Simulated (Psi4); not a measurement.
# Run report: InNH₃O, molecular dynamics (part 2 of 2)

Continued. System: InNH₃O, multiplicity 2. Method: B3LYP/STO-3G, UKS, dispersion D3(BJ) (Psi4 1.11). The geometry comes from this level: PBE0-D4/def2-TZVP (4 decimals).

Geometry of the input (Å):
```
N  -0.9804  -0.2178  -1.0444
In 0.9409  -0.0967  -0.2874
O  0.9330  -0.1081  1.7217
H  -1.0450  0.0344  -2.0241
H  -1.6122  0.3916  -0.5319
H  1.8056  -0.0672  2.1200
```

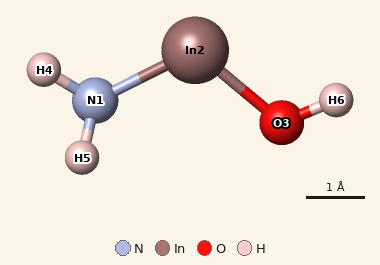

Figure 1. The geometry at step 13 of the log (ball-and-stick view, seen on its broad side; atoms are numbered from 1 in the order of the input).

## Standard output, continued
```
step  21  Epot -158229.467458  Ekin  0.505559  Etot -158228.961900 eV  T   651.9 K
step  22  Epot -158229.541981  Ekin  0.578721  Etot -158228.963260 eV  T   746.2 K
step  23  Epot -158229.604457  Ekin  0.640310  Etot -158228.964147 eV  T   825.6 K
step  24  Epot -158229.639578  Ekin  0.675284  Etot -158228.964293 eV  T   870.7 K
step  25  Epot -158229.643712  Ekin  0.680004  Etot -158228.963708 eV  T   876.8 K
```

## Trajectory as extended XYZ (Å, eV, eV/Å), 26 frames, from step=0 to step=25
```
6
Properties=species:S:1:pos:R:3:forces:R:3 step=0 energy=-158229.03680
N    -0.9804   -0.2178   -1.0444    3.9697  -1.5763   2.1550
In    0.9409   -0.0967   -0.2874   -1.9812  -0.1840   1.4713
O     0.9330   -0.1081    1.7217   -3.7135  -0.1950  -3.6576
H    -1.0450    0.0344   -2.0241   -0.3687   0.5985  -1.7109
H    -1.6122    0.3916   -0.5319   -1.3366   1.1847   0.5948
H     1.8056   -0.0672    2.1200    3.4320   0.1695   1.1461
6
Properties=species:S:1:pos:R:3:forces:R:3 step=1 energy=-158229.01669
N    -0.9800   -0.2181   -1.0427    4.2841  -1.8444   2.0027
In    0.9406   -0.0964   -0.2875   -1.9840  -0.1888   1.4882
O     0.9345   -0.1094    1.7213   -3.7134  -0.1994  -3.6716
H    -1.0436    0.0304   -2.0209   -0.3587   0.5888  -1.8405
H    -1.6106    0.3863   -0.5405   -1.6477   1.4655   0.8723
H     1.8046   -0.0669    2.1250    3.4217   0.1759   1.1474
6
Properties=species:S:1:pos:R:3:forces:R:3 step=2 energy=-158229.05321
N    -0.9789   -0.2186   -1.0406    4.3542  -1.8700   1.7486
In    0.9403   -0.0961   -0.2877   -1.9693  -0.1862   1.4787
O     0.9354   -0.1107    1.7203   -3.1448  -0.1756  -3.3801
H    -1.0431    0.0278   -2.0221   -0.3279   0.5196  -1.7018
H    -1.6129    0.3844   -0.5470   -1.7496   1.5569   0.9793
H     1.8117   -0.0661    2.1328    2.8395   0.1529   0.8738
6
Properties=species:S:1:pos:R:3:forces:R:3 step=3 energy=-158229.12693
N    -0.9771   -0.2195   -1.0383    4.1495  -1.6370   1.4442
In    0.9400   -0.0959   -0.2878   -1.9384  -0.1766   1.4472
O     0.9359   -0.1120    1.7189   -2.1883  -0.1294  -2.8670
H    -1.0434    0.0264   -2.0274   -0.2795   0.4028  -1.3283
H    -1.6194    0.3863   -0.5512   -1.6084   1.4311   0.8978
H     1.8257   -0.0650    2.1426    1.8674   0.1066   0.4043
6
Properties=species:S:1:pos:R:3:forces:R:3 step=4 energy=-158229.20189
N    -0.9745   -0.2207   -1.0356    3.6997  -1.1889   1.1349
In    0.9396   -0.0956   -0.2878   -1.8946  -0.1612   1.4018
O     0.9361   -0.1133    1.7170   -1.0914  -0.0720  -2.2593
H    -1.0443    0.0260   -2.0358   -0.2173   0.2571  -0.7978
H    -1.6298    0.3917   -0.5532   -1.2486   1.1142   0.6604
H     1.8441   -0.0636    2.1534    0.7547   0.0485  -0.1418
6
Properties=species:S:1:pos:R:3:forces:R:3 step=5 energy=-158229.24775
N    -0.9713   -0.2221   -1.0328    3.0832  -0.6107   0.8471
In    0.9391   -0.0953   -0.2878   -1.8430  -0.1417   1.3507
O     0.9360   -0.1147    1.7147   -0.0581  -0.0141  -1.6700
H    -1.0458    0.0262   -2.0462   -0.1454   0.1017  -0.2032
H    -1.6432    0.3996   -0.5537   -0.7414   0.6732   0.3340
H     1.8644   -0.0621    2.1639   -0.2925  -0.0105  -0.6607
6
Properties=species:S:1:pos:R:3:forces:R:3 step=6 energy=-158229.25290
N    -0.9676   -0.2235   -1.0299    2.3957   0.0041   0.5916
In    0.9387   -0.0950   -0.2878   -1.7884  -0.1206   1.3008
O     0.9360   -0.1160    1.7122    0.7951   0.0372  -1.1692
H    -1.0476    0.0267   -2.0571   -0.0681  -0.0477   0.3732
H    -1.6583    0.4092   -0.5533   -0.1748   0.1879  -0.0089
H     1.8839   -0.0606    2.1728   -1.1564  -0.0628  -1.0897
6
Properties=species:S:1:pos:R:3:forces:R:3 step=7 energy=-158229.22480
N    -0.9634   -0.2250   -1.0268    1.7221   0.5806   0.3723
In    0.9382   -0.0948   -0.2878   -1.7355  -0.0999   1.2566
O     0.9361   -0.1174    1.7095    1.4269   0.0784  -0.7867
H    -1.0495    0.0270   -2.0670    0.0108  -0.1810   0.8722
H    -1.6739    0.4193   -0.5530    0.3742  -0.2751  -0.3124
H     1.9007   -0.0593    2.1791   -1.7949  -0.1046  -1.4044
6
Properties=species:S:1:pos:R:3:forces:R:3 step=8 energy=-158229.18266
N    -0.9590   -0.2264   -1.0237    1.1217   1.0721   0.1929
In    0.9376   -0.0945   -0.2878   -1.6882  -0.0818   1.2203
O     0.9364   -0.1187    1.7067    1.8381   0.1083  -0.5276
H    -1.0515    0.0269   -2.0749    0.0873  -0.2927   1.2593
H    -1.6885    0.4287   -0.5534    0.8534  -0.6728  -0.5446
H     1.9132   -0.0582    2.1821   -2.2084  -0.1346  -1.6028
6
Properties=species:S:1:pos:R:3:forces:R:3 step=9 energy=-158229.14842
N    -0.9544   -0.2276   -1.0206    0.6289   1.4565   0.0588
In    0.9370   -0.0943   -0.2877   -1.6493  -0.0676   1.1928
O     0.9370   -0.1200    1.7039    2.0434   0.1267  -0.3874
H    -1.0532    0.0262   -2.0798    0.1584  -0.3806   1.5178
H    -1.7011    0.4365   -0.5552    1.2344  -0.9839  -0.6934
H     1.9203   -0.0575    2.1811   -2.4114  -0.1524  -1.6912
6
Properties=species:S:1:pos:R:3:forces:R:3 step=10 energy=-158229.13958
N    -0.9496   -0.2285   -1.0174    0.2600   1.7274  -0.0232
In    0.9364   -0.0940   -0.2876   -1.6206  -0.0584   1.1740
O     0.9378   -0.1213    1.7009    2.0532   0.1332  -0.3612
H    -1.0546    0.0245   -2.0810    0.2211  -0.4442   1.6415
H    -1.7108    0.4419   -0.5585    1.5056  -1.2015  -0.7588
H     1.9218   -0.0571    2.1762   -2.4142  -0.1576  -1.6751
6
Properties=species:S:1:pos:R:3:forces:R:3 step=11 energy=-158229.16470
N    -0.9448   -0.2292   -1.0142    0.0217   1.8855  -0.0468
In    0.9358   -0.0937   -0.2874   -1.6034  -0.0546   1.1635
O     0.9390   -0.1226    1.6980    1.8665   0.1268  -0.4482
H    -1.0554    0.0217   -2.0783    0.2733  -0.4839   1.6293
H    -1.7168    0.4444   -0.5637    1.6636  -1.3256  -0.7458
H     1.9174   -0.0571    2.1672   -2.2159  -0.1492  -1.5549
6
Properties=species:S:1:pos:R:3:forces:R:3 step=12 energy=-158229.22129
N    -0.9400   -0.2295   -1.0111   -0.0827   1.9325  -0.0072
In    0.9351   -0.0935   -0.2873   -1.5979  -0.0566   1.1604
O     0.9405   -0.1239    1.6949    1.4708   0.1058  -0.6519
H    -1.0556    0.0178   -2.0717    0.3130  -0.5002   1.4817
H    -1.7189    0.4438   -0.5707    1.7070  -1.3570  -0.6597
H     1.9077   -0.0574    2.1546   -1.8038  -0.1253  -1.3266
6
Properties=species:S:1:pos:R:3:forces:R:3 step=13 energy=-158229.29601
N    -0.9353   -0.2295   -1.0079   -0.0488   1.8688   0.0970
In    0.9343   -0.0932   -0.2871   -1.6036  -0.0641   1.1632
O     0.9422   -0.1251    1.6918    0.8500   0.0679  -0.9747
H    -1.0550    0.0126   -2.0615    0.3388  -0.4945   1.2013
H    -1.7169    0.4400   -0.5793    1.6327  -1.2951  -0.5046
H     1.8938   -0.0581    2.1387   -1.1619  -0.0837  -0.9858
6
Properties=species:S:1:pos:R:3:forces:R:3 step=14 energy=-158229.36774
N    -0.9305   -0.2292   -1.0048    0.1282   1.6932   0.2606
In    0.9336   -0.0930   -0.2869   -1.6191  -0.0766   1.1689
O     0.9440   -0.1263    1.6885    0.0031   0.0119  -1.4084
H    -1.0536    0.0063   -2.0485    0.3497  -0.4689   0.7956
H    -1.7110    0.4330   -0.5890    1.4353  -1.1369  -0.2833
H     1.8770   -0.0589    2.1205   -0.2892  -0.0231  -0.5372
6
Properties=species:S:1:pos:R:3:forces:R:3 step=15 energy=-158229.41458
N    -0.9257   -0.2286   -1.0016    0.4515   1.4061   0.4690
In    0.9328   -0.0927   -0.2867   -1.6415  -0.0934   1.1724
O     0.9459   -0.1276    1.6850   -1.0262  -0.0605  -1.9197
H    -1.0514   -0.0011   -2.0336    0.3454  -0.4273   0.2827
H    -1.7016    0.4233   -0.5995    1.1098  -0.8799   0.0003
H     1.8596   -0.0598    2.1010    0.7696   0.0546  -0.0086
6
Properties=species:S:1:pos:R:3:forces:R:3 step=16 energy=-158229.42415
N    -0.9208   -0.2277   -0.9983    0.9152   1.0160   0.6942
In    0.9320   -0.0925   -0.2864   -1.6662  -0.1130   1.1664
O     0.9475   -0.1288    1.6812   -2.1150  -0.1413  -2.4360
H    -1.0483   -0.0095   -2.0180    0.3272  -0.3764  -0.3014
H    -1.6896    0.4115   -0.6099    0.6576  -0.5265   0.3372
H     1.8439   -0.0606    2.0815    1.8907   0.1412   0.5354
6
Properties=species:S:1:pos:R:3:forces:R:3 step=17 energy=-158229.40288
N    -0.9158   -0.2266   -0.9949    1.4943   0.5469   0.8949
In    0.9311   -0.0922   -0.2861   -1.6873  -0.1338   1.1425
O     0.9489   -0.1301    1.6770   -3.0499  -0.2147  -2.8460
H    -1.0445   -0.0189   -2.0031    0.2981  -0.3255  -0.8974
H    -1.6760    0.3984   -0.6196    0.0969  -0.0931   0.7086
H     1.8329   -0.0610    2.0632    2.8583   0.2204   0.9928
6
Properties=species:S:1:pos:R:3:forces:R:3 step=18 energy=-158229.37557
N    -0.9105   -0.2255   -0.9913    2.1323   0.0469   1.0227
In    0.9302   -0.0920   -0.2858   -1.6980  -0.1537   1.0929
O     0.9498   -0.1314    1.6724   -3.5758  -0.2600  -3.0297
H    -1.0399   -0.0290   -1.9904    0.2627  -0.2853  -1.4241
H    -1.6622    0.3852   -0.6275   -0.5258   0.3815   1.0807
H     1.8286   -0.0610    2.0474    3.4155   0.2710   1.2523
6
Properties=species:S:1:pos:R:3:forces:R:3 step=19 energy=-158229.37126
N    -0.9049   -0.2244   -0.9876    2.7366  -0.4107   1.0362
In    0.9293   -0.0917   -0.2855   -1.6918  -0.1706   1.0134
O     0.9501   -0.1327    1.6673   -3.5135  -0.2603  -2.9151
H    -1.0347   -0.0398   -1.9810    0.2266  -0.2644  -1.7915
H    -1.6497    0.3728   -0.6329   -1.1275   0.8311   1.4041
H     1.8325   -0.0602    2.0345    3.3813   0.2756   1.2471
6
Properties=species:S:1:pos:R:3:forces:R:3 step=20 energy=-158229.40456
N    -0.8987   -0.2233   -0.9836    3.1885  -0.7392   0.9188
In    0.9283   -0.0915   -0.2852   -1.6643  -0.1829   0.9055
O     0.9499   -0.1341    1.6619   -2.8670  -0.2124  -2.5216
H    -1.0290   -0.0512   -1.9760    0.1938  -0.2656  -1.9256
H    -1.6398    0.3624   -0.6349   -1.5978   1.1703   1.6200
H     1.8446   -0.0588    2.0246    2.7592   0.2307   0.9963
6
Properties=species:S:1:pos:R:3:forces:R:3 step=21 energy=-158229.46875
N    -0.8921   -0.2224   -0.9796    3.3773  -0.8660   0.6891
In    0.9274   -0.0912   -0.2848   -1.6142  -0.1898   0.7755
O     0.9493   -0.1355    1.6560   -1.8213  -0.1288  -1.9477
H    -1.0228   -0.0633   -1.9756    0.1660  -0.2833  -1.7950
H    -1.6338    0.3549   -0.6330   -1.8297   1.3203   1.6777
H     1.8632   -0.0569    2.0171    1.7348   0.1487   0.5929
6
Properties=species:S:1:pos:R:3:forces:R:3 step=22 energy=-158229.54327
N    -0.8848   -0.2216   -0.9754    3.2453  -0.7651   0.3930
In    0.9263   -0.0910   -0.2844   -1.5426  -0.1915   0.6327
O     0.9485   -0.1369    1.6498   -0.6327  -0.0296  -1.3154
H    -1.0163   -0.0761   -1.9794    0.1413  -0.3056  -1.4242
H    -1.6321    0.3504   -0.6271   -1.7637   1.2432   1.5553
H     1.8860   -0.0546    2.0110    0.5656   0.0501   0.1503
6
Properties=species:S:1:pos:R:3:forces:R:3 step=23 energy=-158229.60575
N    -0.8770   -0.2209   -0.9711    2.8153  -0.4718   0.0830
In    0.9253   -0.0908   -0.2840   -1.4528  -0.1888   0.4862
O     0.9475   -0.1383    1.6435    0.4866   0.0671  -0.7202
H    -1.0093   -0.0896   -1.9867    0.1163  -0.3196  -0.8838
H    -1.6347    0.3490   -0.6175   -1.4175   0.9614   1.2710
H     1.9101   -0.0521    2.0053   -0.5344  -0.0467  -0.2455
6
Properties=species:S:1:pos:R:3:forces:R:3 step=24 energy=-158229.64087
N    -0.8687   -0.2203   -0.9668    2.1794  -0.0655  -0.2004
In    0.9242   -0.0906   -0.2836   -1.3495  -0.1832   0.3435
O     0.9466   -0.1397    1.6370    1.4149   0.1500  -0.2141
H    -1.0022   -0.1038   -1.9961    0.0871  -0.3155  -0.2655
H    -1.6407    0.3499   -0.6048   -0.8764   0.5460   0.8764
H     1.9329   -0.0498    1.9990   -1.4420  -0.1297  -0.5502
6
Properties=species:S:1:pos:R:3:forces:R:3 step=25 energy=-158229.64500
N    -0.8600   -0.2197   -0.9626    1.4567   0.3641  -0.4351
In    0.9230   -0.0903   -0.2832   -1.2375  -0.1763   0.2091
O     0.9459   -0.1411    1.6305    2.1086   0.2142   0.1860
H    -0.9947   -0.1188   -2.0061    0.0514  -0.2900   0.3452
H    -1.6487    0.3520   -0.5900   -0.2537   0.0842   0.4357
H     1.9523   -0.0478    1.9914   -2.1124  -0.1938  -0.7523
```

## Results in brief

| quantity | value |
| --- | --- |
| outcome | finished |
| trajectory | 26 frames kept |
| potential energy (last step) | −5814.832202 hartree |
| dispersion energy (last step) | −0.006001 hartree |
| basis functions (last step) | 40 |
| ⟨S²⟩ (last step) | 0.753 |
| dipole moment (last step) | 1.42 D |
| wall time | 2.1 min |
| peak memory | 0.72 GiB |
